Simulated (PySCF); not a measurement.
```yaml
atoms:
  - { symbol: N, position_ang: [2.5709, -0.4518, 0.7555] }
  - { symbol: Si, position_ang: [1.9651, -0.1570, -0.8297] }
  - { symbol: Si, position_ang: [0.4557, 1.6114, -0.8631] }
  - { symbol: Si, position_ang: [-1.2004, -0.0540, -1.0614] }
  - { symbol: Si, position_ang: [-2.7816, -0.5494, 0.5584] }
  - { symbol: S, position_ang: [0.3613, -1.6117, -1.0955] }
  - { symbol: H, position_ang: [3.3811, 0.0483, 1.0814] }
  - { symbol: H, position_ang: [2.5935, -1.4042, 1.0858] }
  - { symbol: H, position_ang: [2.9144, -0.4275, -1.9132] }
  - { symbol: H, position_ang: [0.6099, 2.5572, -1.9770] }
  - { symbol: H, position_ang: [0.3763, 2.4565, 0.3355] }
  - { symbol: H, position_ang: [-1.7659, -0.1374, -2.4179] }
  - { symbol: H, position_ang: [-2.7666, -1.9245, 1.0545] }
  - { symbol: H, position_ang: [-4.1266, -0.2794, 0.0423] }
  - { symbol: H, position_ang: [-2.5915, 0.3314, 1.7169] }
```

Geometry: GFN2-xTB.

Level of theory: PBE0/pcSseg-1, SCF density, gas phase, non-relativistic (PySCF 2.14.0).

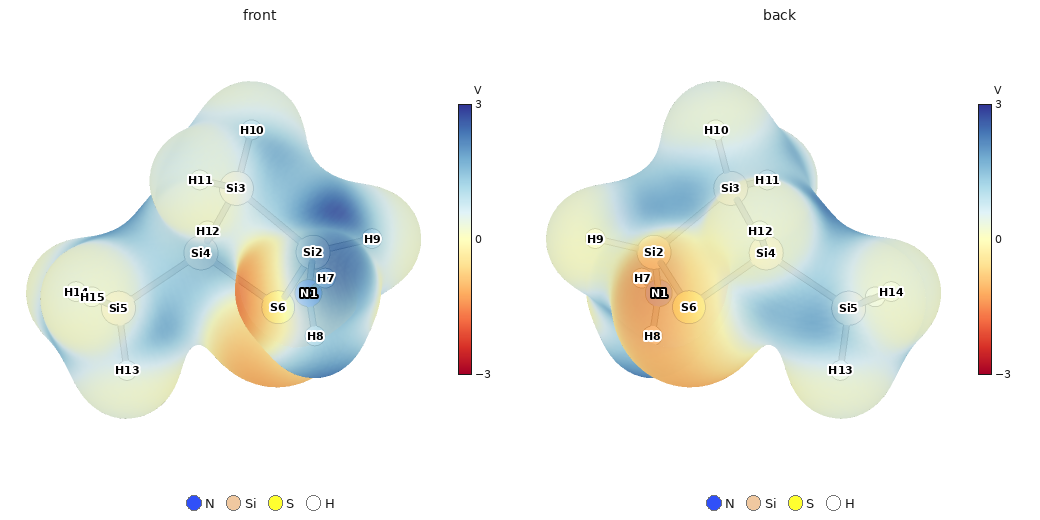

H9NSSi4. The molecular electrostatic potential painted on the density surface at 0.004 e/bohr³, seen from the front and from behind; red is negative and blue positive.

Q: Describe the electrostatic potential map.

A: The most negative region (about −1.4 V) lies over N1, the most positive (about +2.5 V) over Si2. N1 is the likeliest acceptor of a hydrogen bond.

Q: What dipole moment does the calculation give?

A: Its dipole moment is 2.30 D.
